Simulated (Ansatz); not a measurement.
# CCSD/aug-cc-pVTZ run of SiH2 (SMILES [SiH2])

What is the vertical electron affinity of SiH2 at CCSD/aug-cc-pVTZ? 

The results are computed with Ansatz 0.2.0.

32 further runs of the same task are left out: 32 set aside as unsound or not needed.

## (1) The structure to begin with

SiH2: 3 atoms, total charge 0, spin state singlet. As SMILES, `[SiH2]`. Geometry: relaxed at PBE0-D4/def2-TZVP.

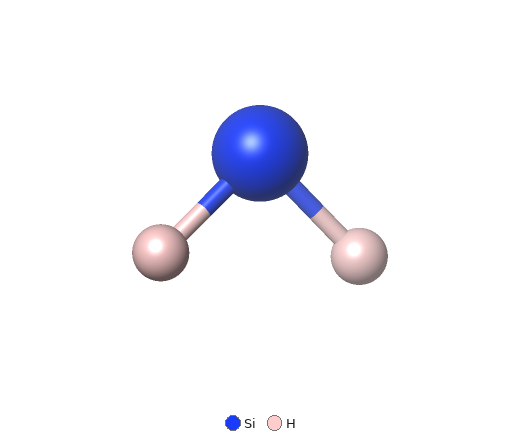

The structure, seen from a chosen angle (silicon blue, hydrogen pink).

## (2) The energy at CCSD/aug-cc-pVTZ

Input file run.yaml:

```yaml
crystal:
  periodic: [false, false, false]
  atoms:
    - symbol: Si
      position_ang: [-0.491200, 0.468600, -0.213600]
    - symbol: H
      position_ang: [0.840300, 0.578600, 0.522500]
    - symbol: H
      position_ang: [-0.349100, -1.047200, -0.308900]
basis:
  gaussian:
    orbitals: aug-cc-pVTZ
scf:
  omitted_lower_state_checks: [cluster_reference, increment]
correlation:
  method: ccsd
  frozen_orbitals: {H: 0, Si: 5}
accuracy: high
```

Started as:

```
$ ansatz run run.yaml --threads 1 --pin off --max-ram 3480MiB --events-out events.jsonl --progress --plain --runs-dir runs
```

Standard output, cut to the lines that bear on the results:

```text
Warning: RAYON_NUM_THREADS=1 ignored (pool sized by the plan → 1); use --threads N
Functional definition: HF
  name "HF"
[...]
1418 factors; integrals over basis functions are off by at most 3.9e-9 eV
[...]
mean field -7892.13093877 eV, -290.0304625214 hartree, gradient 1.3e-8 eV, S^2 0.000000; 0 other end points of the search recorded, 0 dependent functions left out; unrestricted orbitals would lower it
5 core orbitals not correlated: weight in the atoms' cores, before any rotation towards them, 1.000 or more for the frozen orbitals, at most 0.000 for the correlated occupied ones
reference -7892.13093877 eV, -290.0304625214 hartree; 3, 3 occupied and 88, 88 virtual orbitals, 1418 factors
second order -3.03230540 eV of doubles, -0.00000000 eV of singles
cycle   1  -3.52698414 eV  change   -4.9e-1 eV  update   6.3e-2
[...]
cycle  23  -3.76717426 eV  change  -2.8e-10 eV  update  4.6e-10
Total energy: -7895.89811303 eV, -290.1689036219 hartree
Checks for a lower state left out: cluster_reference, increment
```

Run time: 4.5 s. Hardware: 1 thread of Arm Neoverse V1, shared host; peak memory 0.47 GiB.

## (3) The doublet anion, same level

Input file job.yaml:

```yaml
crystal:
  periodic: [false, false, false]
  atoms:
    - {symbol: Si, position_ang: [-0.491200, 0.468600, -0.213600]}
    - {symbol: H, position_ang: [0.840300, 0.578600, 0.522500]}
    - {symbol: H, position_ang: [-0.349100, -1.047200, -0.308900]}
basis:
  gaussian: {orbitals: aug-cc-pVTZ}
scf: {omitted_lower_state_checks: [cluster_reference, increment]}
total_charge: -1
accuracy: high
magnetization: {spin_polarized: true, initial_magnetization: 1}
correlation: {method: ccsd, frozen_orbitals: {H: 0, Si: 5}}
```

Started as:

```
$ ansatz run job.yaml --threads 1 --pin off --max-ram 3480MiB --events-out events.jsonl --progress --plain --runs-dir runs
```

Standard output, cut to the lines that bear on the results:

```text
Warning: RAYON_NUM_THREADS=1 ignored (pool sized by the plan → 1); use --threads N
[... 2 set-up lines as earlier in the session ...]
[...]
1418 factors; integrals over basis functions are off by at most 3.9e-9 eV
[...]
mean field -7892.71853018 eV, -290.0520561073 hartree, gradient 1.4e-8 eV, S^2 0.775425; 4 other end points of the search recorded, 0 dependent functions left out
5 core orbitals not correlated: weight in the atoms' cores, before any rotation towards them, 1.000 or more for the frozen orbitals, at most 0.000 for the correlated occupied ones
reference -7892.71853018 eV, -290.0520561073 hartree; 4, 3 occupied and 87, 88 virtual orbitals, 1418 factors
second order -3.46435030 eV of doubles, -0.00000000 eV of singles
cycle   1  -3.94920224 eV  change   -4.8e-1 eV  update   6.3e-2
[...]
cycle  24  -4.15802205 eV  change  -7.8e-11 eV  update  3.6e-10
Total energy: -7896.87655222 eV, -290.2048605991 hartree
Checks for a lower state left out: cluster_reference, increment
```

Wall time 17 s (1 thread of Arm Neoverse V1, shared host); peak memory 0.79 GiB.

## (4) Results

At CCSD/aug-cc-pVTZ, 5 core orbitals frozen:

```
                                                  quantity          value
                                singlet SiH2: total energy  -290.16890 Eh
 singlet SiH2: correlation energy (5 core orbitals frozen)     -138.4 mEh
                               singlet SiH2: T1 diagnostic          0.014
                               doublet anion: total energy  -290.20486 Eh
doublet anion: correlation energy (5 core orbitals frozen)     -152.8 mEh
          doublet anion: ⟨S²⟩ of the reference determinant          0.775
                              doublet anion: T1 diagnostic          0.021
         vertical electron affinity (to the doublet anion)       0.978 eV
```

At fixed nuclei the extra electron is bound by 0.98 eV (94.4 kJ/mol). The restricted solution (singlet SiH2) is unstable to spin breaking: an unrestricted one lies lower.
